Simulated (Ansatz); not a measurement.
# How fast states decay through TlS3I, part 3 of 4

A new crystal, TlS3I: structure, gap and complex bands. It is built by putting S for O in the TlIO3 structure of space group R3m, with the volume rescaled by atomic radii. The parent structure comes from the Materials Project.

Ansatz 0.2.0; r2SCAN DFT, plane waves, PAW files (the session's first sound run).

So far, gap on the k-mesh (eV): step 3 (band edges) 0.538.

The structure was built from a prototype and need not be the compound's stable phase.

## (6) Decaying states in the gap, plane (101), k-mesh 4×4×4

Level of this step: r2SCAN DFT, plane waves, PAW files; complex bands by layer matching along the plane's normal (Ansatz).

The same for the (101) plane, at (0, 0), (-0.5, -0.5) and (0.5, 0), to see how the decay depends on direction.

Contents of input.yaml:

```yaml
crystal:
  lattice:
    - [5.450822384, 0.0, 0.0]
    - [0.863282488, 5.382026385, 0.0]
    - [0.863282488, 0.73584605, 5.33148559]
  atoms:
    - { symbol: Tl, position: [0.0175755699, 0.0175755699, 0.0175755699] }
    - { symbol: I, position: [0.5199542218, 0.5199542218, 0.5199542218] }
    - { symbol: S, position: [0.4241828039, 0.4241828039, 0.9518046106] }
    - { symbol: S, position: [0.9518046106, 0.4241828039, 0.4241828039] }
    - { symbol: S, position: [0.4241828039, 0.9518046106, 0.4241828039] }
kpoints:
  mp_grid: { grid: [4, 4, 4] }
scf:
  occupations: { method: fixed }
hamiltonian:
  xc: r2scan
output:
  eigenvalues: true
  transmission:
    leads: [[0, 0]]
    kpoints: [[0.0, 0.0], [-0.5, -0.5], [0.5, 0.0]]
    e_range: [-1.0, 1.54]
    de: 0.06
```

Launch:

```bash
$ ansatz run input.yaml --threads 2 --pin off --max-ram 4096MiB --backend cpu --events-out ev --progress --plain --runs-dir out
```

Numbers of over 12 decimals in the logs are rounded to 6 here.

Output:

```text
[...]
Crystal: 5 atoms, lattice volume = 156.407 Å³
Basis set: ecut = 500 eV, 3973 PW (Γ), exchange–correlation on 160×160×160 points (64 copies of the dense FFT grid, shifted against one another)
Bands: 29, of which v1, the nominal top of the filled ones, is band 24 counted from 1 (23 counted from 0)
Symmetry: 6 space group operations
[...]
k-points: 13 of 64 (time reversal used)
[...]
SCF iter   1: F=—  HF=-21702.212578 eV  |F-HF|=—  |Δ(HF+E_count)|=         —  Δρ=5.74e-3  dr2=6.00e-2  dr2_τ=3.64e-2  ethr=1.77e-3  ⟨swp⟩=5.8  Hψ=1648  notcnv=0  defer=34
[...]
SCF iter   7: F=-21702.217492 eV  HF=-21702.217492 eV  |F-HF|=9.71e-9  |Δ(HF+E_count)|=   1.10e-7  Δρ=3.93e-6  dr2=3.44e-8  dr2_τ=1.05e-9  ethr=2.08e-10  ⟨swp⟩=10.6  Hψ=1766  notcnv=0
SCF 1 converged in 7 iterations: F = -21702.217492 eV  dr2 = 3.44e-8
[...]
transmission: 8 of 24 steps passed
transmission: 16 of 24 steps passed
transmission: 24 of 24 steps passed
SCF converged after 7 iterations
Free energy (F): -21702.217492 eV
[...]
Internal energy: -21702.217492 eV  (E = F + TS)
E sigma→0 (E₀):  -21702.217492 eV
Fermi energy:    4.115654 eV
[...]
--- Band table (eV; the first three rows and the last of 13) ---
  k-point 0: bands = [... 20 lower, 2.8543, 3.0509, 3.0509, 3.8008, 5.3596, 7.3896, 7.3896, 9.1566, ... 1 higher]
  k-point 1: bands = [... 20 lower, 2.7578, 2.9766, 3.2962, 3.5930, 6.0706, 7.0148, 7.8538, 8.3217, ... 1 higher]
  k-point 2: bands = [... 20 lower, 2.7938, 3.1481, 3.2842, 3.5212, 6.3906, 6.7311, 7.7401, 8.3426, ... 1 higher]
  k-point 12: bands = [... 20 lower, 3.6544, 3.8477, 3.8477, 4.1157, 4.6519, 5.6336, 5.6336, 9.0966, ... 1 higher]
--- Transmission ---
  basis      : 299 plane waves across, 8 finite elements along
  points     : 3, as listed
[...]
crystal 0  : S3Tl1I1, at the sites [0, 0], period 5.3315 Å: whole cells are its period
[...]
channels       : 0.000000e0 a spin
[...]
slowest decay  : 0.1041 /Å at (-0.5000, -0.5000)
```

It took 46 s on 2 threads of Intel Xeon Platinum 8559C (Emerald Rapids), shared host; peak memory 1.2 GiB; 89 s of CPU time.

A gap read on the k-mesh alone can miss the band edges.

This step gave:

```yaml
free_energy: -21702.2175 eV
fermi_energy: 4.116 eV
gap_on_the_k_mesh: 0.5363 eV
level_to_which_the_leads_are_filled: 0.2681 eV from the Fermi level
decay_constant_at_the_filling_level_zone_centre: 0.2170 Å⁻¹
decay_constant_at_the_filling_level_slowest_listed_point: 0.1041 Å⁻¹
```

K parallel (0, 0); values up to 1.5 1/Å, a degenerate pair printed once or twice; energies at which all values exceed this have no row. Table of Im kz of the slowest decaying states by energy, zero at the highest filled level on the SCF mesh:

```csv
energy (eV),decay 1 (Å⁻¹),decay 2 (Å⁻¹),decay 3 (Å⁻¹),decay 4 (Å⁻¹)
-1.0000,0.100,0.207,0.623,0.697
-0.7600,0.175,0.288,0.556,0.724
-0.5200,0.148,0.205,0.428,0.542
-0.2200,0.143,0.219,0.221,0.546
0.0200,0.223,0.238,0.251,0.551
0.2600,0.217,0.272,0.286,0.554
0.5000,0.203,0.285,0.315,0.555
0.7400,0.178,0.293,0.334,0.553
0.9800,0.137,0.297,0.345,0.550
1.2200,0.0438,0.295,0.351,0.545
1.5200,0.286,0.351,0.536,0.656
```

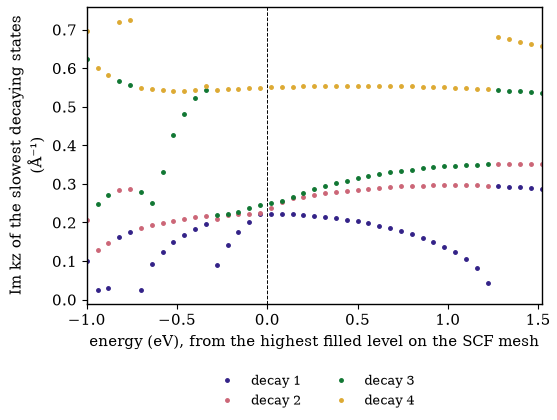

Im kz of the slowest decaying states against energy.

K parallel (-0.5, -0.5); values up to 1.5 1/Å, a degenerate pair printed once or twice; energies at which all values exceed this have no row. Im kz of the slowest decaying states against energy, zero at the highest filled level on the SCF mesh:

```csv
energy (eV),decay 1 (Å⁻¹),decay 2 (Å⁻¹),decay 3 (Å⁻¹),decay 4 (Å⁻¹)
-1.0000,0.0702,0.305,0.512,0.685
-0.7600,0.149,0.346,0.670,1.00
-0.5200,0.203,0.640,0.910,1.02
-0.2200,0.0521,0.182,0.194,0.288
0.0200,0.0547,0.105,0.206,0.378
0.2600,0.104,0.166,0.206,0.399
0.5000,0.0459,0.200,0.200,0.410
0.7400,0.185,0.211,0.412,0.640
0.9800,0.162,0.202,0.406,0.623
1.2200,0.125,0.169,0.389,0.606
1.5200,0.280,0.427,0.582,0.838
```

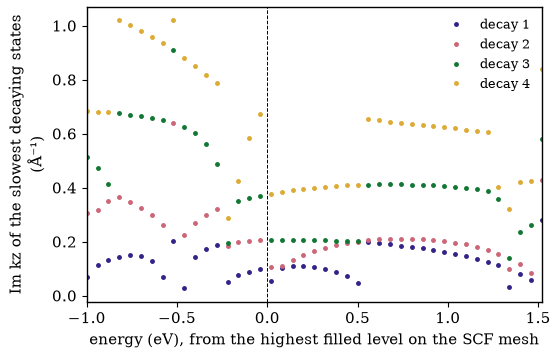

Im kz of the slowest decaying states, plotted against energy.

K parallel (-0.5, -0.5). The Re kz of states that move upwards by energy, zero at the highest filled level on the SCF mesh:

```csv
energy (eV),channel 1 (Å⁻¹),channel 2 (Å⁻¹),channel 3 (Å⁻¹)
-1.0000,0.294,0.429,-
-0.7600,0.401,0.528,-
-0.5200,-0.563,0.348,0.502
-0.2200,-,-,-
0.0200,-,-,-
0.2600,-,-,-
0.5000,-,-,-
0.7400,-0.299,-,-
0.9800,-0.200,-,-
1.2200,-0.0633,-,-
1.5200,-0.417,-0.412,-
```

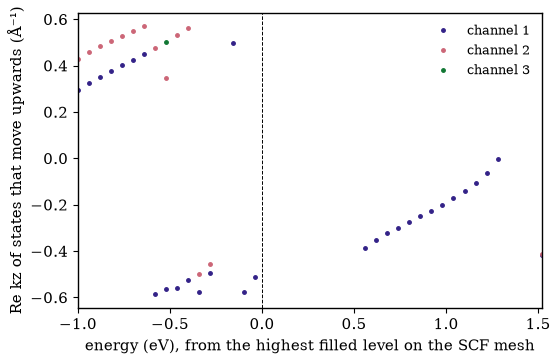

Re kz of states that move upwards against energy.

K parallel (0.5, 0); values up to 1.5 1/Å, a degenerate pair printed once or twice; energies at which all values exceed this have no row. Table of Im kz of the slowest decaying states by energy, zero at the highest filled level on the SCF mesh:

```csv
energy (eV),decay 1 (Å⁻¹),decay 2 (Å⁻¹),decay 3 (Å⁻¹),decay 4 (Å⁻¹)
-1.0000,0.0821,0.129,0.408,0.417
-0.7600,0.347,0.393,0.437,1.16
-0.5200,0.0888,0.0932,0.456,0.479
-0.2200,0.181,0.188,0.499,0.518
0.0200,0.148,0.209,0.225,0.511
0.2600,0.177,0.239,0.249,0.515
0.5000,0.178,0.263,0.264,0.513
0.7400,0.165,0.272,0.277,0.505
0.9800,0.139,0.274,0.279,0.494
1.2200,0.0873,0.270,0.271,0.479
1.5200,0.244,0.259,0.456,0.519
```

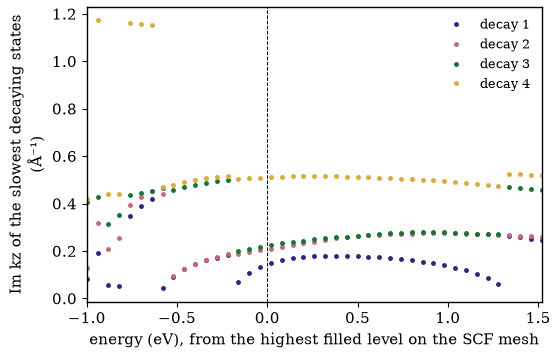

Im kz of the slowest decaying states against energy.

At the listed wavevectors the last open channel is at -0.04 eV and the next at +0.56 eV on the grid. At +0.26 eV, the grid energy nearest the filling level (the middle of the gap on the SCF mesh), the slowest state at the listed wavevectors decays with κ = 0.104 Å⁻¹, its amplitude falling by e over 9.6 Å; the first such run, plane (110), gave 0.0963 Å⁻¹.

## (7) Band edges at another level, cutoff 1800 eV

This step: r2SCAN DFT, plane waves, JTH PAW files (Ansatz 0.2.0).

The edges again with JTH files, at the same atoms. Against that run the cutoff is 1800 eV against 500.

Contents of input.yaml:

```yaml
crystal:
  lattice:
    - [3.5359486104, 2.041480882, 3.6112169548]
    - [-3.5359486104, 2.041480882, 3.6112169548]
    - [0.0, -4.082961764, 3.6112169548]
  atoms:
    - { symbol: Tl, position: [0.0175755699, 0.0175755699, 0.0175755699] }
    - { symbol: I, position: [0.5199542218, 0.5199542218, 0.5199542218] }
    - { symbol: S, position: [0.9518046106, 0.4241828039, 0.4241828039] }
    - { symbol: S, position: [0.4241828039, 0.9518046106, 0.4241828039] }
    - { symbol: S, position: [0.4241828039, 0.4241828039, 0.9518046106] }
kpoints:
  mp_grid: { grid: [6, 6, 6] }
  band_path: { path: [VBM, CBM], npoints: 30 }
scf:
  occupations: { method: fixed }
hamiltonian:
  xc: r2scan
  pseudopotentials: { kind: paw, source: jth }
output:
  eigenvalues: true
```

Output:

```text
Warning: <dir> the checks of this Tl dataset prove no rule for summing its radial tables, as where they were carried onto another mesh than they were made on, and Gregory's rule is taken, under which a leading mesh point left out moves its sums only by what lay on the interval it spanned. That does not make them correct, and they differ from Quantum ESPRESSO's on this file; a re-export a fraction of a mesh step off can move them. hamiltonian.pseudopotentials.radial_quadrature: simpson_from_first_knot sums it by `pw.x`'s rule; on a PAW file no value gives `pw.x`'s numbers. What more to know: hamiltonian.pseudopotentials.radial_quadrature, in the input reference
Warning: <dir> the checks of this I dataset prove no rule for summing its radial tables, as where they were carried onto another mesh than they were made on, and Gregory's rule is taken, under which a leading mesh point left out moves its sums only by what lay on the interval it spanned. That does not make them correct, and they differ from Quantum ESPRESSO's on this file; a re-export a fraction of a mesh step off can move them. hamiltonian.pseudopotentials.radial_quadrature: simpson_from_first_knot sums it by `pw.x`'s rule; on a PAW file no value gives `pw.x`'s numbers. What more to know: hamiltonian.pseudopotentials.radial_quadrature, in the input reference
Warning: <dir> the checks of this S dataset prove no rule for summing its radial tables, as where they were carried onto another mesh than they were made on, and Gregory's rule is taken, under which a leading mesh point left out moves its sums only by what lay on the interval it spanned. That does not make them correct, and they differ from Quantum ESPRESSO's on this file; a re-export a fraction of a mesh step off can move them. hamiltonian.pseudopotentials.radial_quadrature: simpson_from_first_knot sums it by `pw.x`'s rule; on a PAW file no value gives `pw.x`'s numbers. What more to know: hamiltonian.pseudopotentials.radial_quadrature, in the input reference
[...]
Crystal: 5 atoms, lattice volume = 156.407 Å³
Basis set: ecut = 1800 eV, 27151 PW (Γ), exchange–correlation on 320×320×320 points (64 copies of the dense FFT grid, shifted against one another)
Bands: 24, of which v1, the nominal top of the filled ones, is band 19 counted from 1 (18 counted from 0)
Symmetry: 6 space group operations
[...]
k-points: 32 of 216 (time reversal used)
[...]
SCF iter   1: F=—  HF=-19288.983086 eV  |F-HF|=—  |Δ(HF+E_count)|=         —  Δρ=6.13e-2  dr2=1.07e1  dr2_τ=7.41e-2  ethr=3.10e-3  ⟨swp⟩=7.4  Hψ=4672  notcnv=0  defer=75
[...]
SCF iter   8: F=-19285.489447 eV  HF=-19285.489447 eV  |F-HF|=2.57e-8  |Δ(HF+E_count)|=   1.64e-6  Δρ=6.55e-6  dr2=7.50e-8  dr2_τ=3.61e-9  ethr=2.63e-10  ⟨swp⟩=18.0  Hψ=7555  notcnv=0
SCF 1 converged in 8 iterations: F = -19285.489447 eV  dr2 = 7.50e-8
[...]
SCF converged after 8 iterations
Free energy (F): -19285.489447 eV
[...]
Internal energy: -19285.489447 eV  (E = F + TS)
E sigma→0 (E₀):  -19285.489447 eV
Fermi energy:    3.554370 eV
[...]
--- Band table (eV; the first three rows and the last of 32) ---
  k-point 0: bands = [... 15 lower, 2.2645, 2.4656, 2.4656, 3.2441, 4.7127, 6.7515, 6.7515, 8.5857, ... 1 higher]
  k-point 1: bands = [... 15 lower, 2.2140, 2.4447, 2.5513, 3.1145, 5.1064, 6.5837, 6.9890, 8.0821, ... 1 higher]
  k-point 2: bands = [... 15 lower, 2.2211, 2.3095, 2.8127, 2.9744, 5.7018, 6.1508, 7.4542, 7.4719, ... 1 higher]
  k-point 31: bands = [... 15 lower, 3.0650, 3.2815, 3.2815, 3.5544, 4.0182, 4.9971, 4.9971, 8.5435, ... 1 higher]
```

The job ended after 1.9 min (2 threads; peak memory 2.9 GiB).

This step gave:

```yaml
free_energy: -19285.4894 eV
fermi_energy: 3.554 eV
gap_on_the_k_mesh: 0.4639 eV
gap_on_path: 0.4639 eV, by band count; negative where bands overlap
direct_gap_on_path: 0.4639 eV
```

Levels at VBM (eV): -5.37, -4.88, -4.88, -3.69, -2.27, -2.27, -0.49, -0.27, -0.27, 0.00, 0.46, 1.44, 1.44, 4.99, 5.83.

The searched edges give 0.464 eV, as on the mesh.

Between step 3 and this run (r2SCAN JTH and cutoff 1800 eV) the value for the gap on the k-mesh moves from 0.538 eV to 0.464 eV.

## (8) Complex bands at another level

This step: r2SCAN DFT, plane waves, JTH PAW files; complex bands by layer matching along the plane's normal (Ansatz 0.2.0).

The complex bands at that level, over its own gap, at (0, 0) and (-0.5, 0).

Contents of input.yaml:

```yaml
crystal:
  lattice:
    - [5.450822384, 0.0, 0.0]
    - [1.726564977, 8.114992405, 0.0]
    - [0.863282488, 4.057496202, 3.53594861]
  atoms:
    - { symbol: Tl, position: [0.0175755699, 0.0175755699, 0.0] }
    - { symbol: I, position: [0.5199542218, 0.5199542218, 0.0] }
    - { symbol: S, position: [0.4241828039, 0.4241828039, 0.5276218067] }
    - { symbol: S, position: [0.9518046106, 0.4241828039, 0.0] }
    - { symbol: S, position: [0.4241828039, 0.9518046106, 0.4723781933] }
kpoints:
  mp_grid: { grid: [6, 6, 6] }
scf:
  occupations: { method: fixed }
hamiltonian:
  xc: r2scan
  pseudopotentials: { kind: paw, source: jth }
output:
  eigenvalues: true
  transmission:
    leads: [[0, 0]]
    kpoints: [[0.0, 0.0], [-0.5, 0.0]]
    e_range: [-1.0, 1.46]
    de: 0.05
```

Output:

```text
Warning: <dir> the checks of this Tl dataset prove no rule for summing its radial tables, as where they were carried onto another mesh than they were made on, and Gregory's rule is taken, under which a leading mesh point left out moves its sums only by what lay on the interval it spanned. That does not make them correct, and they differ from Quantum ESPRESSO's on this file; a re-export a fraction of a mesh step off can move them. hamiltonian.pseudopotentials.radial_quadrature: simpson_from_first_knot sums it by `pw.x`'s rule; on a PAW file no value gives `pw.x`'s numbers. What more to know: hamiltonian.pseudopotentials.radial_quadrature, in the input reference
Warning: <dir> the checks of this I dataset prove no rule for summing its radial tables, as where they were carried onto another mesh than they were made on, and Gregory's rule is taken, under which a leading mesh point left out moves its sums only by what lay on the interval it spanned. That does not make them correct, and they differ from Quantum ESPRESSO's on this file; a re-export a fraction of a mesh step off can move them. hamiltonian.pseudopotentials.radial_quadrature: simpson_from_first_knot sums it by `pw.x`'s rule; on a PAW file no value gives `pw.x`'s numbers. What more to know: hamiltonian.pseudopotentials.radial_quadrature, in the input reference
Warning: <dir> the checks of this S dataset prove no rule for summing its radial tables, as where they were carried onto another mesh than they were made on, and Gregory's rule is taken, under which a leading mesh point left out moves its sums only by what lay on the interval it spanned. That does not make them correct, and they differ from Quantum ESPRESSO's on this file; a re-export a fraction of a mesh step off can move them. hamiltonian.pseudopotentials.radial_quadrature: simpson_from_first_knot sums it by `pw.x`'s rule; on a PAW file no value gives `pw.x`'s numbers. What more to know: hamiltonian.pseudopotentials.radial_quadrature, in the input reference
Engine: ansatz 0.2.0, x86_64-unknown-linux-gnu
Pseudopotentials: kind: paw
Pseudopotential: Tl, paw, valence charge 13, recommended cutoff 1800 eV (normal), Tl.paw.azcp
Pseudopotential: I, paw, valence charge 7, recommended cutoff 480 eV (normal), I.paw.azcp
Pseudopotential: S, paw, valence charge 6, recommended cutoff 780 eV (normal), S.paw.azcp
Functional definition: r2SCAN
  parameter k0 = 0.174
  parameter k1 = 0.065
  parameter a1 = 4.9479
  exchange = r2scan_x(k0 = k0, k1 = k1, a1 = a1)
  correlation = r2scan_c
Error: memory limit exceeded: the `transmission` phase of `transmission` needs 17.75 GiB against the run's memory maximum of 4.00 GiB; largest carriers: transmission 15.38 GiB, source scf tables 2.05 GiB, unmodelled-tail allowance 0.30 GiB, source scf state 0.01 GiB; this run sums exchange and correlation above basis.xc_grid: 1 (its plan line states the level, which a resume's fixed deck keeps): xc box scratch, where [...]
with nothing else changed it takes a maximum of at least 17.76 GiB, with nothing to spare, and 19.53 GiB leaves up to a tenth: --max-ram 19.53GiB where that set the maximum, else more of the term that did, and with no share typed, where 19.53 GiB is over 0.88 of the host's memory or its container's limit, a share of 0.88 or more that holds the maximum too (--max-ram-frac F), where one does; The budget is ten eleventh [...]
`transmission` follows the SCF: where the deck gives it k-points, a mesh or a band count of its own, those are what to reduce (not on a resume, whose deck is fixed)
```

The job ended after 0.52 s (2 threads; peak memory 0.33 GiB).

The input was rejected at the start.

The program's message: “Error: memory limit exceeded: the `transmission` phase of `transmission` needs 17.75 GiB against the run's memory maximum of 4.00 GiB; largest carriers: transmission 15.38 GiB, source scf tables 2.05 …”

(Continued in part 4 of 4.)

[Logs are printed without paths, hosts, clocks, repeated set-up lines and the standing remarks that a program may print on its own settings, such as how far it seeks lower states.]

[Hosts, paths, dates, database ids (printed as entryN), source tags and the programs' standing remarks are cut or masked in the printed files.]

[New means built here by substitution; the compound itself may be known and measured.]
